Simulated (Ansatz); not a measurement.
**BCl···HCl: density, localisation and related maps**

```xyz
4

B    -0.5836    0.0000   -0.2377
H     1.2180    0.0000    0.6191
Cl    2.4260    0.0000    1.1778
Cl   -2.1044    0.0000   -1.0073
```

All numbers below come from RKS r2SCANh-D4/6-31G* (Ansatz).

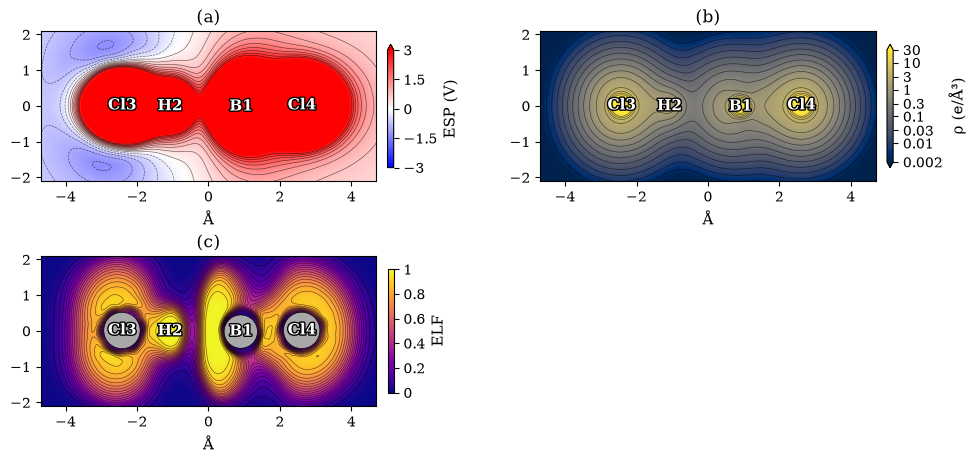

Figure 1. (a) electrostatic potential; (b) electron density; (c) electron localisation function on a plane that holds the molecular axis. Grey discs cover the atomic cores in the ELF map.

### Interpret the plot.

- Atoms in the plane: B, H and Cl.
- B1···H2 (1.99 Å): the density falls to about 0.25 e/Å³ on the way; the ELF dips to about 0.30 between them.
- B–Cl (1.70 Å): the density is about 1.5 e/Å³ at the midpoint; the ELF peaks at about 0.90 between the atoms: a polar covalent bond.
- Cl–H (1.33 Å): ρ is about 1.8 e/Å³ halfway; the ELF climbs to about 1 towards the hydrogen, as it does in any bond to H; an ordinary covalent bond to hydrogen.
- The ELF also peaks beside Cl3 and Cl4, away from the bonds: lone-pair regions.
- Outside the dense part of the complex the potential is most negative (−1.3 V) near Cl3.

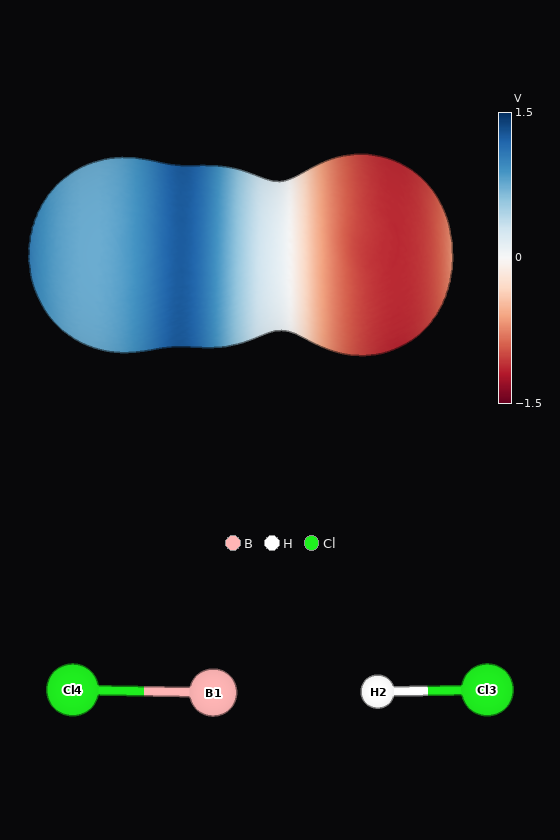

Figure 2. The electrostatic potential painted on the density surface at 0.001 e/bohr³, seen across its widest extent; red is negative and blue positive. The bare structure is drawn below in the same view.

### Describe the electrostatic potential map.

The most negative region (about −1.1 V, or −25 kcal/mol for a unit charge) lies over Cl3, the most positive (about +1.3 V, or +30 kcal/mol for a unit charge) over B1.

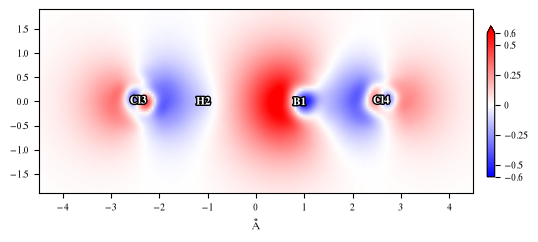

Figure 3. The HOMO on a plane that holds the molecular axis (values in Å⁻³ᐟ²; the overall sign is arbitrary).

### What is the character of this orbital?

It lies mainly on B1 (about 65 %), Cl3 (about 15 %) and Cl4 (about 15 %); it is of σ type. Its energy is −7.68 eV.
